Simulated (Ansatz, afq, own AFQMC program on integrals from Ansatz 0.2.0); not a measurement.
# CH3Ge (doublet): AFQMC on the coupled-cluster ladder, cc-pVTZ, part 2 of 2

Ansatz 0.2.0, Gaussian basis, and an in-house AFQMC program (afq) on its integrals; all values are calculated; cc-pVTZ, frozen cores.

## (12) Phaseless AFQMC, single-determinant trial on UHF

It reads the integrals that the CCSD(T) run on this determinant wrote.

Command:

```console
afq ham --method phaseless --trial hf --walkers 400 --populations 10 --least-time 40 --time-step 0.005 --steps-per-block 20 --equilibration-blocks 112 --max-blocks 4000 --target-error 0.001 --factor-cut 1e-05 --start spin_pure --seed 1692 --taylor-order 6
```

The program printed:

```text
orbitals 100  electrons 6 5  factors 636 of 682
reference energy -2114.95420698 Eh
CCSD correlation -0.27299901 Eh in 17 cycles, weight of the determinant in the CISD state 0.8201
energy of the start -2114.958132 Eh
 block  time / (1/Eh)  mean weight  energy / Eh
     1     0.100  1.0008  -2115.024561
     2     0.200  1.0004  -2115.066416
     3     0.300  1.0016  -2115.105304
     4     0.400  1.0021  -2115.131954
     5     0.500  1.0020  -2115.143166
     6     0.600  1.0024  -2115.164203
     7     0.700  1.0006  -2115.174966
     8     0.800  1.0015  -2115.189913
     9     0.900  1.0011  -2115.204612
    10     1.000  1.0003  -2115.205357
    18     1.800  1.0000  -2115.231961
    35     3.500  1.0012  -2115.240127
    52     5.200  0.9998  -2115.250603
    69     6.900  0.9983  -2115.226894
    86     8.600  0.9998  -2115.254510
   103    10.300  1.0003  -2115.233359
   120    12.000  0.9990  -2115.235973
   137    13.700  1.0010  -2115.239752
   154    15.400  1.0010  -2115.234077
   171    17.100  1.0005  -2115.236953
   188    18.800  1.0011  -2115.248784
   205    20.500  0.9987  -2115.268018
   222    22.200  1.0001  -2115.249527
   239    23.900  1.0002  -2115.226583
   256    25.600  0.9995  -2115.239488
   273    27.300  0.9988  -2115.251697
   290    29.000  0.9990  -2115.248840
   307    30.700  0.9986  -2115.244799
   324    32.400  1.0007  -2115.242530
   341    34.100  0.9998  -2115.252962
   358    35.800  0.9995  -2115.227856
   375    37.500  0.9996  -2115.243316
   392    39.200  0.9997  -2115.228153
   409    40.900  1.0005  -2115.233569
   426    42.600  1.0001  -2115.234132
   443    44.300  1.0004  -2115.239640
   460    46.000  1.0001  -2115.242643
   477    47.700  1.0002  -2115.229300
   494    49.400  1.0014  -2115.249395
   511    51.100  0.9989  -2115.246119
   528    52.800  1.0001  -2115.241156
   545    54.500  1.0012  -2115.242311
   562    56.200  1.0000  -2115.250032
   579    57.900  1.0016  -2115.229619
   596    59.600  1.0002  -2115.239209
   613    61.300  1.0024  -2115.240894
   630    63.000  0.9990  -2115.232388
   647    64.700  1.0002  -2115.242960
   664    66.400  0.9996  -2115.262111
   681    68.100  1.0003  -2115.254577
   698    69.800  0.9986  -2115.233766
error from the spread of 10 populations
energy -2115.242327 +/- 0.000995 Eh
```

Run time: 44 s. Hardware: 1 × NVIDIA H100 80GB HBM3 with 2 threads of AMD EPYC 7R13 (Zen 3), shared host; peak host memory 1.7 GiB.

Energy -57558.6760 ± 0.0271 eV. Caveats: constraint bias not in the error.

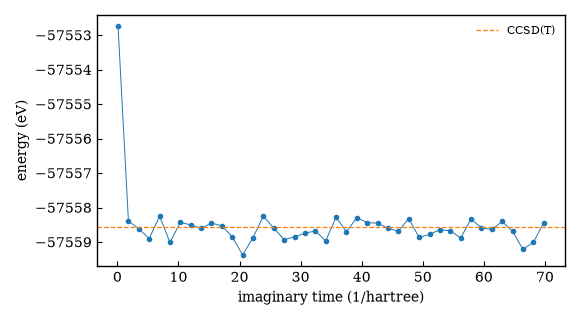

Block energies along the walk.

## (13) Free-projection AFQMC, CISD trial on UHF

It reads the integrals that the CCSD(T) run on this determinant wrote.

Command:

```console
afq ham --method free --trial cisd --walkers 400 --time-step 0.03 --max-blocks 4000 --target-error 0.0004 --factor-cut 1e-05 --seed 8687 --times 0,0.21,0.42,0.81,1.2,1.8,2.4,3 --taylor-order 8
```

The program printed:

```text
orbitals 100  electrons 6 5  factors 636 of 682
reference energy -2114.95420698 Eh
CCSD correlation -0.27299901 Eh in 17 cycles, weight of the determinant in the CISD state 0.8201
repeat  energy at the last time / Eh  error
    10  -2115.237984  0.001166
    20  -2115.238852  0.000718
    30  -2115.240061  0.000676
    40  -2115.240540  0.000578
    50  -2115.240378  0.000524
    60  -2115.240269  0.000459
    70  -2115.240349  0.000417
    80  -2115.240343  0.000389
time / (1/Eh)  energy / Eh  error  mean overlap
  0.00  -2115.227068  0.000085  1.2188
  0.21  -2115.233226  0.000112  1.2154
  0.42  -2115.235827  0.000123  1.2165
  0.81  -2115.238372  0.000168  1.2099
  1.20  -2115.238896  0.000157  1.2190
  1.80  -2115.239859  0.000235  1.2213
  2.40  -2115.240214  0.000274  1.2107
  3.00  -2115.240437  0.000397  1.2173
energy -2115.240437 +/- 0.000397 Eh
```

Wall time 48 s (1 × NVIDIA H100 80GB HBM3 with 2 threads of AMD EPYC 7R13 (Zen 3), shared host); peak host memory 1.7 GiB.

Energy -57558.6245 ± 0.0108 eV. Caveats: remainder of the start not in the error; start is not spin pure.

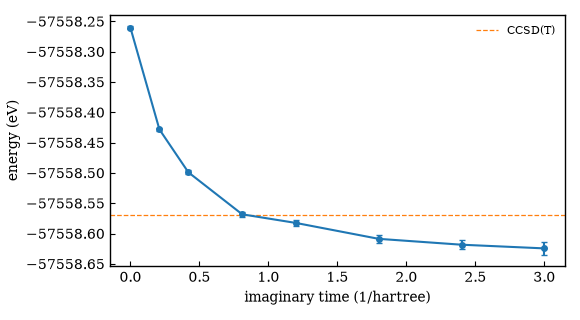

Energy against projection time, with error bars.

## (14) CCSD(T) on ROHF

Contents of in.yaml:

```yaml
crystal:
  periodic: [false, false, false]
  atoms:
    - {symbol: Ge, position_ang: [-0.010779, 0.032151, 0.310414]}
    - {symbol: C, position_ang: [0.050474, -0.062529, -1.571171]}
    - {symbol: H, position_ang: [0.350811, -1.472587, 0.652420]}
    - {symbol: H, position_ang: [-0.400886, -0.903724, -2.097076]}
    - {symbol: H, position_ang: [0.225451, 0.804390, -2.203997]}
basis:
  gaussian: {orbitals: cc-pVTZ}
magnetization: {spin_polarized: false, initial_magnetization: 1}
correlation: {method: ccsd_t, electrons: outside_noble_gas, hamiltonian_folder: ham}
```

Command:

```console
ansatz run in.yaml --threads 1 --pin off --events-out ev --progress --plain --max-ram 16896MiB --backend cuda --devices 0, --max-vram 18GiB
```

The program printed, shortened:

```text
Functional definition: HF
  name "HF"
  cite "Fock, Z. Phys. 61, 126 (1930) doi:10.1007/BF01340294"
  parent pbe
[...]
682 factors; integrals over basis functions are off by at most 1.1e-3 eV
[...]
mean field -57550.51405455 eV, -2114.9423823652 hartree, gradient 1.9e-6 eV, S^2 0.750000; 3 other end points of the search recorded, 0 dependent functions left out
[...]
determinant -57550.51405455 eV, -2114.9423823652 hartree, with singles and doubles -57558.35552379 eV, -2115.2305510448 hartree
determinant -57547.02442156 eV, -2114.8141407183 hartree, with singles and doubles -57555.78076563 eV, -2115.1359304275 hartree
15 core orbitals not correlated: weight in the atoms' cores, before any rotation towards them, 0.999 or more for the frozen orbitals, at most 0.001 for the correlated occupied ones
reference -57550.51405455 eV, -2114.9423823652 hartree; 6, 5 occupied and 94, 95 virtual orbitals, 682 factors
second order -6.63579662 eV of doubles, -0.07049142 eV of singles
cycle   1  -7.68860606 eV  change   -5.5e-1 eV  update   2.9e-2
[...]
cycle  15  -7.74913177 eV  change    5.3e-6 eV  update   5.8e-6
perturbative correction -0.31005929 eV, -0.0113944686 hartree
Total energy: -57558.57324560 eV, -2115.2385521737 hartree
```

Wall time 4 s (1 × NVIDIA H100 80GB HBM3 with 1 thread of AMD EPYC 7R13 (Zen 3), shared host); peak host memory 1.7 GiB.

From the report: correlation -8.0592 eV; T1 0.080; largest double amplitude 0.10.

This run also writes the integrals to the folder ham.

## (15) Phaseless AFQMC, CISD trial on ROHF

It reads the integrals that the CCSD(T) run on this determinant wrote.

Command:

```console
afq ham --method phaseless --trial cisd --walkers 400 --populations 10 --least-time 60 --time-step 0.005 --steps-per-block 50 --equilibration-blocks 28 --max-blocks 4000 --target-error 0.0002 --factor-cut 1e-05 --start spin_pure --seed 5878 --release-times 0.24,0.51,0.99,1.62,2.4 --release-step 0.03 --release-every 3 --taylor-order 6
```

The program printed:

```text
orbitals 100  electrons 6 5  factors 636 of 682
reference energy -2114.94238237 Eh
CCSD correlation -0.28477530 Eh in 18 cycles, weight of the determinant in the CISD state 0.7592
energy of the start -2115.227154 Eh
 block  time / (1/Eh)  mean weight  energy / Eh
     1     0.250  1.0007  -2115.223628
     2     0.500  0.9997  -2115.225879
     3     0.750  0.9990  -2115.229604
     4     1.000  0.9998  -2115.230578
     5     1.250  0.9990  -2115.231354
     6     1.500  1.0003  -2115.232510
     7     1.750  0.9995  -2115.235328
     8     2.000  1.0014  -2115.235672
     9     2.250  1.0007  -2115.237294
    10     2.500  0.9999  -2115.234435
    14     3.500  1.0008  -2115.238507
    27     6.750  0.9997  -2115.238314
    40    10.000  0.9992  -2115.244323
    53    13.250  0.9994  -2115.239264
    66    16.500  0.9993  -2115.244070
    79    19.750  1.0002  -2115.238375
    92    23.000  0.9990  -2115.234735
   105    26.250  0.9986  -2115.243300
   118    29.500  1.0004  -2115.243559
   131    32.750  1.0008  -2115.248057
   144    36.000  1.0000  -2115.241068
   157    39.250  1.0004  -2115.242375
   170    42.500  0.9994  -2115.241456
   183    45.750  1.0001  -2115.241260
   196    49.000  0.9999  -2115.236726
   209    52.250  1.0002  -2115.239604
   222    55.500  0.9999  -2115.241753
   235    58.750  0.9997  -2115.236546
   248    62.000  1.0010  -2115.238500
   261    65.250  1.0004  -2115.241901
   274    68.500  0.9996  -2115.242940
   287    71.750  1.0000  -2115.241429
   300    75.000  1.0015  -2115.241403
   313    78.250  1.0000  -2115.235096
   326    81.500  1.0007  -2115.240206
   339    84.750  1.0002  -2115.241937
   352    88.000  1.0000  -2115.239647
   365    91.250  0.9997  -2115.240270
   378    94.500  0.9997  -2115.236318
   391    97.750  1.0004  -2115.239413
   404   101.000  0.9997  -2115.240546
   417   104.250  0.9991  -2115.239836
   430   107.500  0.9996  -2115.241732
   443   110.750  0.9995  -2115.242160
   456   114.000  1.0000  -2115.243673
   469   117.250  0.9997  -2115.236672
   482   120.500  0.9996  -2115.241071
   495   123.750  0.9991  -2115.237876
   508   127.000  1.0003  -2115.238423
   521   130.250  1.0001  -2115.237097
   534   133.500  1.0002  -2115.242557
   547   136.750  0.9994  -2115.241608
error from the spread of 10 populations
released: time / (1/Eh)  energy / Eh  error  mean overlap
  0.24  -2115.240662  0.000221  0.9995
  0.51  -2115.240825  0.000158  0.9961
  0.99  -2115.241415  0.000316  0.9845
  1.62  -2115.241473  0.000313  0.9763
  2.40  -2115.241754  0.000518  0.9739
energy -2115.240618 +/- 0.000234 Eh
```

It took 3.8 min on 1 × NVIDIA H100 80GB HBM3 with 2 threads of AMD EPYC 7R13 (Zen 3), shared host; peak host memory 1.9 GiB.

Energy -57558.6295 ± 0.0064 eV. Caveats: constraint bias not in the error.

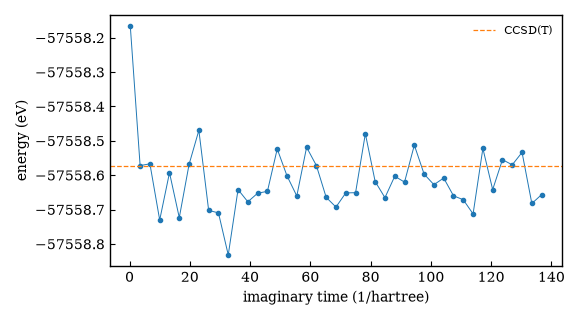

Block energies along the walk.

## (16) Phaseless AFQMC, single-determinant trial on ROHF

It reads the integrals that the CCSD(T) run on this determinant wrote.

Command:

```console
afq ham --method phaseless --trial hf --walkers 400 --populations 10 --least-time 40 --time-step 0.005 --steps-per-block 20 --equilibration-blocks 112 --max-blocks 4000 --target-error 0.001 --factor-cut 1e-05 --start spin_pure --seed 1692 --taylor-order 6
```

The program printed:

```text
orbitals 100  electrons 6 5  factors 636 of 682
reference energy -2114.94238237 Eh
CCSD correlation -0.28477530 Eh in 18 cycles, weight of the determinant in the CISD state 0.7592
energy of the start -2114.942384 Eh
 block  time / (1/Eh)  mean weight  energy / Eh
     1     0.100  1.0008  -2115.009041
     2     0.200  1.0004  -2115.051733
     3     0.300  1.0017  -2115.091088
     4     0.400  1.0021  -2115.118999
     5     0.500  1.0020  -2115.130620
     6     0.600  1.0024  -2115.150434
     7     0.700  1.0006  -2115.162065
     8     0.800  1.0015  -2115.175842
     9     0.900  1.0011  -2115.190570
    10     1.000  1.0003  -2115.191422
    18     1.800  1.0001  -2115.221981
    35     3.500  1.0011  -2115.228513
    52     5.200  0.9997  -2115.239536
    69     6.900  0.9984  -2115.219697
    86     8.600  0.9997  -2115.243242
   103    10.300  1.0006  -2115.237386
   120    12.000  0.9993  -2115.234655
   137    13.700  1.0008  -2115.245784
   154    15.400  1.0008  -2115.224604
   171    17.100  0.9998  -2115.243488
   188    18.800  1.0010  -2115.251844
   205    20.500  0.9983  -2115.255441
   222    22.200  1.0002  -2115.238090
   239    23.900  1.0003  -2115.229544
   256    25.600  0.9993  -2115.229562
   273    27.300  0.9983  -2115.240167
   290    29.000  0.9996  -2115.240885
   307    30.700  0.9988  -2115.239940
   324    32.400  1.0007  -2115.230615
   341    34.100  0.9998  -2115.247475
   358    35.800  0.9992  -2115.226632
   375    37.500  0.9996  -2115.243073
   392    39.200  1.0002  -2115.235988
   409    40.900  1.0005  -2115.223062
   426    42.600  0.9999  -2115.226447
   443    44.300  1.0003  -2115.239738
   460    46.000  1.0005  -2115.255533
   477    47.700  0.9998  -2115.242054
   494    49.400  1.0013  -2115.252419
   511    51.100  0.9993  -2115.237125
   528    52.800  0.9999  -2115.237379
   545    54.500  1.0011  -2115.246094
   562    56.200  1.0000  -2115.251505
   579    57.900  1.0015  -2115.223565
   596    59.600  1.0006  -2115.244214
   613    61.300  1.0024  -2115.237417
   630    63.000  0.9995  -2115.233992
   647    64.700  1.0004  -2115.241333
   664    66.400  0.9996  -2115.250814
   681    68.100  0.9998  -2115.251662
error from the spread of 10 populations
energy -2115.239905 +/- 0.000975 Eh
```

Wall time 44 s (1 × NVIDIA H100 80GB HBM3 with 2 threads of AMD EPYC 7R13 (Zen 3), shared host); peak host memory 1.9 GiB.

Energy -57558.6100 ± 0.0265 eV. Caveats: constraint bias not in the error.

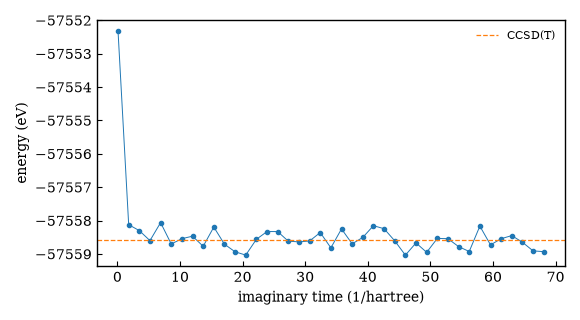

Block energies along the walk.

## (17) Free-projection AFQMC, CISD trial on ROHF

It reads the integrals that the CCSD(T) run on this determinant wrote.

Command:

```console
afq ham --method free --trial cisd --walkers 400 --time-step 0.03 --max-blocks 4000 --target-error 0.0004 --factor-cut 1e-05 --seed 8687 --times 0,0.21,0.42,0.81,1.2,1.8,2.4,3 --taylor-order 8
```

The program printed:

```text
orbitals 100  electrons 6 5  factors 636 of 682
reference energy -2114.94238237 Eh
CCSD correlation -0.28477530 Eh in 18 cycles, weight of the determinant in the CISD state 0.7592
repeat  energy at the last time / Eh  error
    10  -2115.238813  0.001400
    20  -2115.240002  0.000929
    30  -2115.240625  0.000723
    40  -2115.240742  0.000621
    50  -2115.240882  0.000564
    60  -2115.240907  0.000549
    70  -2115.241089  0.000494
    80  -2115.241016  0.000492
    90  -2115.240958  0.000473
   100  -2115.240866  0.000449
   110  -2115.240991  0.000420
   120  -2115.240919  0.000402
   130  -2115.240713  0.000413
   140  -2115.240484  0.000395
time / (1/Eh)  energy / Eh  error  mean overlap
  0.00  -2115.227175  0.000107  1.3175
  0.21  -2115.232849  0.000107  1.3192
  0.42  -2115.235487  0.000137  1.3202
  0.81  -2115.238007  0.000146  1.3153
  1.20  -2115.238709  0.000190  1.3225
  1.80  -2115.239726  0.000226  1.3172
  2.40  -2115.240274  0.000294  1.3073
  3.00  -2115.240492  0.000393  1.3150
energy -2115.240492 +/- 0.000393 Eh
```

It took 89 s on 1 × NVIDIA H100 80GB HBM3 with 2 threads of AMD EPYC 7R13 (Zen 3), shared host; peak host memory 1.9 GiB.

Energy -57558.6260 ± 0.0107 eV. Caveats: remainder of the start not in the error.

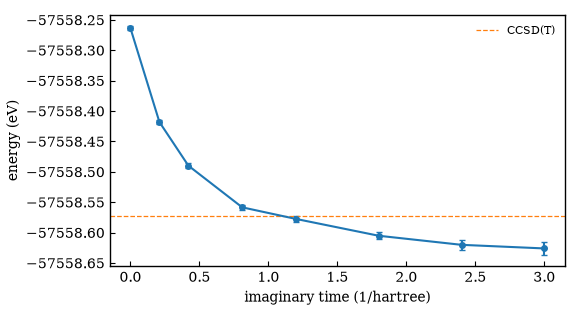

Energy against projection time, with error bars.

## (18) All levels side by side

On the UHF determinant, counted from CCSD(T) (a yardstick, not exact):

```tsv
level	energy (eV)	from CCSD(T) (kJ/mol)	statistical error (kJ/mol)	time
HF	-57550.8358	+746.2		
MP2	-57557.2063	+131.5		
CCSD	-57558.2645	+29.4		
CCSD(T)	-57558.5693	0.0		
Phaseless AFQMC, CISD trial, step 0.005, 400 walkers	-57558.6412	-6.9	0.5	3.5 min
Phaseless AFQMC, single-determinant trial, step 0.005, 400 walkers	-57558.6760	-10.3	2.6	44 s
Free-projection AFQMC, CISD trial, step 0.03, 400 walkers	-57558.6245	-5.3	1.0	48 s
```

On the ROHF determinant, counted from CCSD(T) (a yardstick, not exact):

```tsv
level	energy (eV)	from CCSD(T) (kJ/mol)	statistical error (kJ/mol)	time
HF	-57550.5141	+777.6		
MP2	-57557.2203	+130.5		
CCSD	-57558.2632	+29.9		
CCSD(T)	-57558.5732	0.0		
Phaseless AFQMC, CISD trial, step 0.005, 400 walkers	-57558.6295	-5.4	0.6	3.8 min
Phaseless AFQMC, single-determinant trial, step 0.005, 400 walkers	-57558.6100	-3.6	2.6	44 s
Free-projection AFQMC, CISD trial, step 0.03, 400 walkers	-57558.6260	-5.1	1.0	89 s
```

The functionals' totals stand on their own zeros and serve differences with other points: PBE -57592.672 eV; r2SCAN -57601.859 eV; PBE0 -57594.231 eV; B3LYP -57604.271 eV; wB97M-V -57598.868 eV; B2PLYP -57590.439 eV.

## (19) Summary of results

What follows sums up all 2 parts.

| quantity | value |
| --- | --- |
| Phaseless AFQMC, CISD trial on UHF from CCSD(T) | -6.9 ± 0.5 kJ/mol |
| Phaseless AFQMC, single-determinant trial on UHF from CCSD(T) | -10.3 ± 2.6 kJ/mol |
| Free-projection AFQMC, CISD trial on UHF from CCSD(T) | -5.3 ± 1.0 kJ/mol |
| Phaseless AFQMC, CISD trial on ROHF from CCSD(T) | -5.4 ± 0.6 kJ/mol |
| Phaseless AFQMC, single-determinant trial on ROHF from CCSD(T) | -3.6 ± 2.6 kJ/mol |
| Free-projection AFQMC, CISD trial on ROHF from CCSD(T) | -5.1 ± 1.0 kJ/mol |

What this shows: On UHF the phaseless walk with the CISD trial lies -6.9 kJ/mol from CCSD(T), 13 times its error bar. Free projection has no constraint; at the last time it gives -5.3 ± 1.0 kJ/mol, and from a start that isn't spin pure other spins can mix in. On ROHF the phaseless walk with the CISD trial lies -5.4 kJ/mol from CCSD(T), 9 times its error bar. Free projection has no constraint; at the last time it gives -5.1 ± 1.0 kJ/mol. Error bars are statistical and leave out the constraint, the time step and what remains of the start.
